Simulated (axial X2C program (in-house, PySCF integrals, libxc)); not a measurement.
**Relativistic diatomic calculation for SeSi⁻**

System: SeSi⁻. The reference is closed-shell SeSi; the roots are the vertical energy changes on adding an electron to it, which gives states of SeSi⁻. The distance is the PBE0 minimum at charge 0.
Method: EOM-EA-CCSD, two-component X2C with atomic mean-field Coulomb and Gaunt terms, Se dyall-acv3z, Si dyall-av3z (cores contracted) (axial X2C program (in-house, PySCF integrals, libxc)).

**Input**
```
{"zs": [34, 14], "q": -1, "bas": ["dyall-acv3z", "dyall-av3z"], "r0": 2.14, "eom": "ea", "thr": -2.0, "nmax": 92, "grid": [1, 0.96, 1.045, 0.92, 1.09, 1.15], "rq": 0}
```

The line is the task of a batch: nuclear charges, charge, bases, a first guess of the distance and further settings. This report covers the levels named above. The log is that of the reference distance 2.064 Å.

The run was one of a batch that the task file lists, launched with:
```bash
python <driver script> task.json out
```

**The program's output**
```
two-component X2C + atomic mean field  HF
basis functions 180  fitting functions 995  grid points 5077
iter        total energy     max residual
   1      -2716.847094243     1.29e-01
   2      -2716.869651464     6.18e-03
   3      -2716.870498803     4.52e-03
   4      -2716.870806038     1.13e-03
   5      -2716.870857919     4.12e-04
   6      -2716.870868177     1.51e-04
   7      -2716.870869698     6.48e-05
   8      -2716.870869962     1.29e-05
   9      -2716.870869982     7.08e-06
  10      -2716.870869985     3.95e-06
  11      -2716.870869987     1.68e-06
converged
one-electron -4023.69715407  Coulomb 1292.99288569  exact exchange -107.27326872  xc functional 0.00000000  nuclear repulsion 122.03893043  atomic mean-field constant -0.93226331
correlated 10  virtual 248  natural virtual 92  E(MP2) -0.246711246  MP2 remainder -0.024460376
iter   CCSD correlation   residual
   1     -0.233082161   1.51e-01
   2     -0.241127626   6.46e-02
   3     -0.243927715   2.84e-02
   4     -0.243983876   8.59e-03
   5     -0.244046228   3.09e-03
   6     -0.244047386   1.09e-03
   7     -0.244049196   2.82e-04
   8     -0.244051451   9.34e-05
   9     -0.244050632   3.61e-05
  10     -0.244050857   1.75e-05
  11     -0.244050587   9.61e-06
  12     -0.244050593   4.81e-06
(T) -0.014612486623251363  T1 0.0347  D1 0.0532  max T2 0.049
EOM-EA-CCSD roots
2*Omega      energy/Eh   energy/eV  one-particle weight
    1      -0.01550614     -0.4219      0.940
    1       0.02912835      0.7926      0.986
    1       0.03156544      0.8589      0.985
    1       0.04255556      1.1580      0.988
    1       0.07279595      1.9809      0.986
    3      -0.01339609     -0.3645      0.941
    3       0.04251718      1.1570      0.988
    3       0.08885357      2.4178      0.988
    3       0.12216634      3.3243      0.944
    5       0.12190523      3.3172      0.945
    5       0.19296219      5.2508      0.038
    7       0.21399482      5.8231      0.000
```

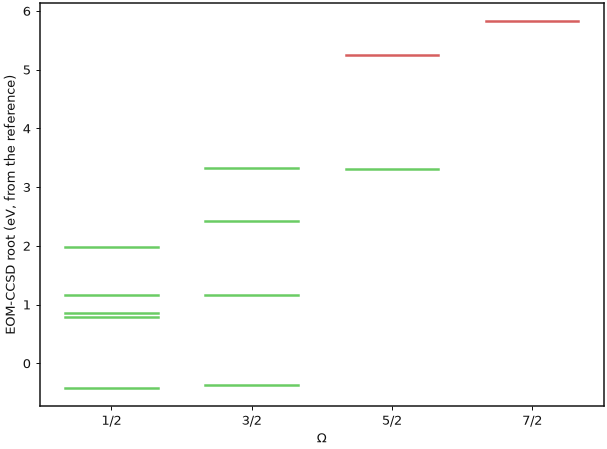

Figure 1. EOM-CCSD roots by Ω at 2.06 Å; roots whose one-particle weight is under 0.8 have the second colour. The lowest has Ω = 1/2 and lies at −0.422 eV, with one-particle weight 0.94. 2 of the 12 roots are less well described at this level.

**Summary**

- outcome: converged
- HF energy of the reference SeSi: −2716.87087 hartree
- MP2 energy of the reference SeSi: −2717.11758 hartree
- CCSD energy of the reference SeSi (with the MP2 share of the virtual spinors left out of the coupled-cluster step): −2717.13938 hartree
- CCSD(T) energy of the reference SeSi: −2717.15399 hartree
- T1 diagnostic (spinor form; for a closed shell √2 times the usual value): 0.035
- hardware: 1 thread of Arm Neoverse V1, 112 GiB of memory available, shared host
- wall time: 41 s
- peak memory: 0.67 GiB
